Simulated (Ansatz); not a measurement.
# PF3 (SMILES FP(F)F): levels of theory compared

We compute a comparison of 6 runs (PBE/STO-3G, revPBE/STO-3G, wB97X/STO-3G, RPA@PBE/STO-3G, CCSDT/STO-3G, CCSD(T)/STO-3G) of PF3. 

Program for the calculation: Ansatz 0.2.0.

42 further runs of the same task are left out: 7 that didn't finish, 35 set aside as unsound or not needed.

## (1) Starting point

The species is PF3 (4 atoms), meant as a singlet with charge 0. As SMILES, `FP(F)F`. The F2–P1 distance was set to 1.996 Å, away from the relaxed value.

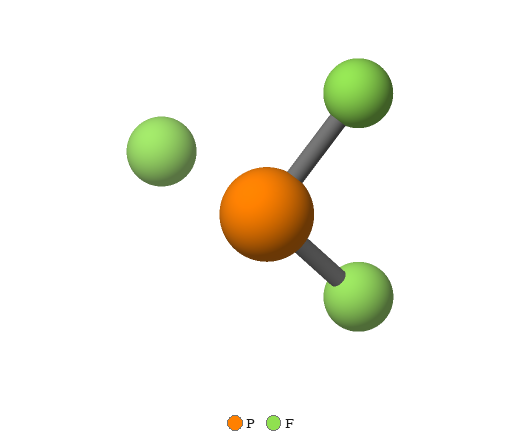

Viewed from a chosen angle; phosphorus orange, fluorine green.

## (2) The energy at PBE/STO-3G (run 1)

run.yaml reads:

```yaml
crystal:
  periodic: [false, false, false]
  atoms:
    - {symbol: P, position_ang: [-0.343220, 0.013753, 0.853669]}
    - {symbol: F, position_ang: [1.349610, -0.029560, -0.203150]}
    - {symbol: F, position_ang: [-0.987080, 1.188913, -0.016811]}
    - {symbol: F, position_ang: [-1.035090, -1.147117, 0.000429]}
basis:
  gaussian:
    orbitals: STO-3G
magnetization:
  spin_polarized: false
hamiltonian:
  xc: pbe
accuracy: high
```

Started as:

```
$ ansatz run run.yaml --threads 1 --pin off --max-ram 2610MiB --events-out events.jsonl --progress --plain --runs-dir runs
```

Standard output:

```text
Warning: RAYON_NUM_THREADS=1 ignored (pool sized by the plan → 1); use --threads N
Functional definition: PBE
  name "PBE"
  parameter kappa = 0.804
  parameter beta = 0.06672455060314922
  exchange = pbe_x(kappa = kappa, mu = beta*pi^2/3)
  correlation = pbe_c(beta = beta)
456 factors; integrals over basis functions are off by at most 4.0e-8 eV
mean field evaluation 1: about -17198.4692 eV, gradient 2.9e1 eV
mean field evaluation 2: about -17002.5860 eV, gradient 2.5e2 eV
mean field evaluation 4: about -17201.8418 eV, gradient 1.2e1 eV
mean field evaluation 8: about -17202.3569 eV, gradient 1.4e-1 eV
mean field evaluation 16: about -17202.3570 eV, gradient 3.8e-6 eV
mean field -17202.35701690 eV, -632.1749601945 hartree, gradient 2.2e-8 eV, S^2 0.000000; 0 other end points of the search recorded, 0 dependent functions left out
reference -17202.35701787 eV, -632.1749602304 hartree; 21, 21 occupied and 3, 3 virtual orbitals, 456 factors
Total energy: -17202.35701787 eV, -632.1749602304 hartree
```

Wall time 0.46 s (1 thread of AMD EPYC 9R45 (Zen 5), shared host).

## (3) A single-point energy at revPBE/STO-3G (run 2)

input.yaml reads:

```yaml
crystal:
  periodic: [false, false, false]
  atoms:
    - {symbol: P, position_ang: [-0.343220, 0.013753, 0.853669]}
    - {symbol: F, position_ang: [1.349610, -0.029560, -0.203150]}
    - {symbol: F, position_ang: [-0.987080, 1.188913, -0.016811]}
    - {symbol: F, position_ang: [-1.035090, -1.147117, 0.000429]}
basis:
  gaussian: {orbitals: STO-3G}
hamiltonian: {xc: {name: revPBE}}
accuracy: high
```

Started as:

```
$ ansatz run input.yaml --threads 1 --pin off --max-ram 2610MiB --events-out events.jsonl --progress --plain --runs-dir runs
```

Standard output:

```text
Warning: RAYON_NUM_THREADS=1 ignored (pool sized by the plan → 1); use --threads N
Functional definition: revPBE
  name "revPBE"
  parameter kappa = 1.245
[... 3 set-up lines as earlier in the session ...]
456 factors; integrals over basis functions are off by at most 4.0e-8 eV
mean field evaluation 1: about -17206.8127 eV, gradient 2.9e1 eV
mean field evaluation 2: about -17013.7696 eV, gradient 2.5e2 eV
mean field evaluation 4: about -17210.2269 eV, gradient 1.1e1 eV
mean field evaluation 8: about -17210.7076 eV, gradient 1.4e-1 eV
mean field evaluation 16: about -17210.7077 eV, gradient 3.4e-6 eV
mean field -17210.70773308 eV, -632.4818433541 hartree, gradient 2.0e-8 eV, S^2 0.000000; 0 other end points of the search recorded, 0 dependent functions left out
reference -17210.70773430 eV, -632.4818433987 hartree; 21, 21 occupied and 3, 3 virtual orbitals, 456 factors
Total energy: -17210.70773430 eV, -632.4818433987 hartree
```

It took 0.48 s on 1 thread of AMD EPYC 9R45 (Zen 5), shared host.

Runs 3 to 5 aren't shown in full; the table further down has their settings and results.

## (4) A single-point energy at CCSD(T)/STO-3G (run 6)

job.yaml reads:

```yaml
crystal:
  periodic: [false, false, false]
  atoms:
    - symbol: P
      position_ang: [-0.343220, 0.013753, 0.853669]
    - symbol: F
      position_ang: [1.349610, -0.029560, -0.203150]
    - symbol: F
      position_ang: [-0.987080, 1.188913, -0.016811]
    - symbol: F
      position_ang: [-1.035090, -1.147117, 0.000429]
basis:
  gaussian:
    orbitals: STO-3G
accuracy: high
correlation:
  method: ccsd_t
  frozen_orbitals: {F: 1, P: 5}
scf:
  omitted_lower_state_checks: [cluster_reference, increment]
```

Started as:

```
$ ansatz run job.yaml --threads 1 --pin off --max-ram 2610MiB --events-out events.jsonl --progress --plain --runs-dir runs
```

Standard output:

```text
Warning: RAYON_NUM_THREADS=1 ignored (pool sized by the plan → 1); use --threads N
Functional definition: HF
  name "HF"
  exchange = exact_x
  correlation = 0
these checks for a lower state are left out or cut short: cluster_reference, increment
456 factors; integrals over basis functions are off by at most 4.0e-8 eV
mean field evaluation 1: about -17163.0717 eV, gradient 3.1e1 eV
mean field evaluation 2: about -17163.1729 eV, gradient 3.1e1 eV
mean field evaluation 4: about -17169.2646 eV, gradient 2.2e0 eV
mean field evaluation 8: about -17169.3025 eV, gradient 6.2e-2 eV
mean field -17169.30251453 eV, -630.9602296378 hartree, gradient 2.8e-8 eV, S^2 0.000000; 0 other end points of the search recorded, 0 dependent functions left out; unrestricted orbitals would lower it
8 core orbitals not correlated: weight in the atoms' cores, before any rotation towards them, 1.000 or more for the frozen orbitals, at most 0.000 for the correlated occupied ones
reference -17169.30251453 eV, -630.9602296378 hartree; 13, 13 occupied and 3, 3 virtual orbitals, 456 factors
second order -2.70855504 eV of doubles, -0.00000000 eV of singles
cycle   1  -3.19109955 eV  change   -4.8e-1 eV  update   1.0e-1
cycle   2  -3.53715204 eV  change   -3.5e-1 eV  update   4.1e-2
cycle   3  -3.63144320 eV  change   -9.4e-2 eV  update   2.0e-2
cycle   4  -3.63679729 eV  change   -5.4e-3 eV  update   5.5e-3
cycle   5  -3.63878622 eV  change   -2.0e-3 eV  update   2.3e-3
cycle   6  -3.64045220 eV  change   -1.7e-3 eV  update   8.7e-4
cycle   7  -3.64007837 eV  change    3.7e-4 eV  update   3.7e-4
cycle   8  -3.64002196 eV  change    5.6e-5 eV  update   2.2e-4
cycle   9  -3.64021527 eV  change   -1.9e-4 eV  update   1.2e-4
cycle  10  -3.64012938 eV  change    8.6e-5 eV  update   5.6e-5
cycle  11  -3.64013098 eV  change   -1.6e-6 eV  update   2.3e-5
cycle  12  -3.64012326 eV  change    7.7e-6 eV  update   7.6e-6
cycle  13  -3.64012993 eV  change   -6.7e-6 eV  update   2.9e-6
cycle  14  -3.64013270 eV  change   -2.8e-6 eV  update   9.1e-7
cycle  15  -3.64013299 eV  change   -2.9e-7 eV  update   3.4e-7
cycle  16  -3.64013253 eV  change    4.6e-7 eV  update   1.5e-7
cycle  17  -3.64013241 eV  change    1.1e-7 eV  update   5.4e-8
cycle  18  -3.64013231 eV  change    9.8e-8 eV  update   2.6e-8
cycle  19  -3.64013176 eV  change    5.6e-7 eV  update   1.2e-7
cycle  20  -3.64013161 eV  change    1.4e-7 eV  update   4.5e-8
cycle  21  -3.64013159 eV  change    2.2e-8 eV  update   1.9e-8
cycle  22  -3.64013159 eV  change   4.2e-10 eV  update   7.4e-9
cycle  23  -3.64013159 eV  change  -1.6e-10 eV  update   3.2e-9
perturbative correction -0.16798585 eV, -0.0061733661 hartree
Total energy: -17173.11063197 eV, -631.1001753725 hartree
Checks for a lower state left out: cluster_reference, increment
```

It took 0.14 s on 1 thread of AMD EPYC 9R45 (Zen 5), shared host.

## (5) The series

| run | level | frozen core orbitals | energy (Eh) | wall time |
| --- | --- | --- | --- | --- |
| 1 | PBE/STO-3G | – | -632.174960 | 0.46 s |
| 2 | revPBE/STO-3G | – | -632.481843 | 0.48 s |
| 3 | wB97X/STO-3G | – | -632.574126 | 2 s |
| 4 | RPA@PBE/STO-3G | 8 | -631.161652 | 0.74 s |
| 5 | CCSDT/STO-3G | 8 | -631.101529 | 0.26 s |
| 6 | CCSD(T)/STO-3G | 8 | -631.100175 | 0.14 s |

## (6) Outcome

| quantity | value |
| --- | --- |
| run 6: total energy | -631.10018 Eh |
| run 6: correlation energy (8 core orbitals frozen) | -139.9 mEh |
| run 6: (T) correction | -6.17 mEh |
| run 6: T1 diagnostic | 0.015 |

Totals of different functionals can't be ranked against each other. In runs 5, 6 the log says that unrestricted orbitals would lower the reference, so the values rest on an unstable closed-shell determinant (other closed-shell runs at this shape may share the fault). In runs 1, 2, 3, 4, 5, 6 the basis is minimal, so the values are rough. All runs together took 4.1 s, the longest 2 s.
